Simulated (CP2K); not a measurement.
Borylketene has these distinct C atoms: C2 (bonded to B, C and H) and C3 (bonded to C and O).

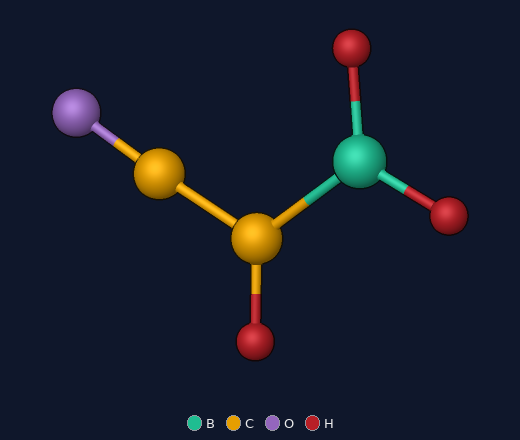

The molecule (boron teal, carbon orange, oxygen purple, hydrogen red).

```xyz
7

B    -1.0555   -0.2428    0.1018
C     0.2190    0.5653    0.0307
C     1.3489   -0.1133   -0.1739
O     2.3078   -0.7528   -0.3547
H    -1.0211   -1.4328   -0.0212
H    -2.0913    0.3280    0.2824
H     0.2922    1.6485    0.1349
```

Their partial C K spectra (CP2K XAS_TDP, all-electron GAPW, PBEh(45%), aug-cc-pVDZ, TDA, GW2X-corrected core level, no relativity) are given in random order, each times the number of alike atoms.

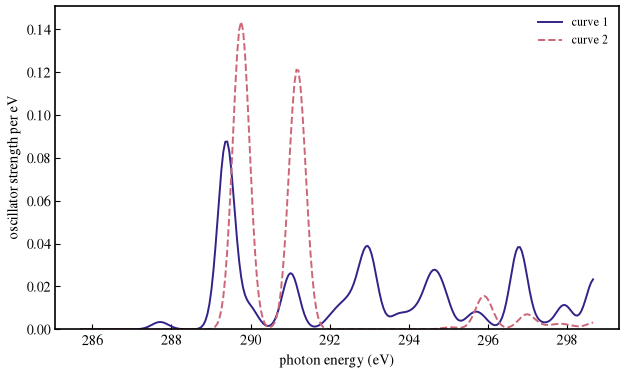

Gaussian full width 0.5 eV, oscillator strength per eV, alike atoms added, rows of zeros left out.

Q: Which curve belongs to which atom?

Curve 1: C2 (bonded to B, C and H), leading line at 289.38 eV (f = 0.047 an atom), ionisation energy 292.17 eV, term value 2.79 eV. Curve 2: C3 (bonded to C and O), leading line at 289.76 eV (f = 0.076 an atom), ionisation energy 297.44 eV, term value 7.68 eV. The leading line of an atom is its first one with 35 % of the strongest within 2.5 eV of its lowest line over the strength cut. A line lies at the core ionisation energy, which rises as an atom loses charge to its neighbours or to a π system, less the term value, which is large for a low π* or σ* orbital with weight on that atom.

[Banner, clock and machine lines of the logs are left out without a mark of their own.]

[Logs are printed without paths, hosts, clocks, repeated set-up lines and the standing remarks that a program may print on its own settings, such as how far it seeks lower states.]

[Hosts, paths, dates, database ids (printed as entryN), source tags and the programs' standing remarks are cut or masked in the printed files.]
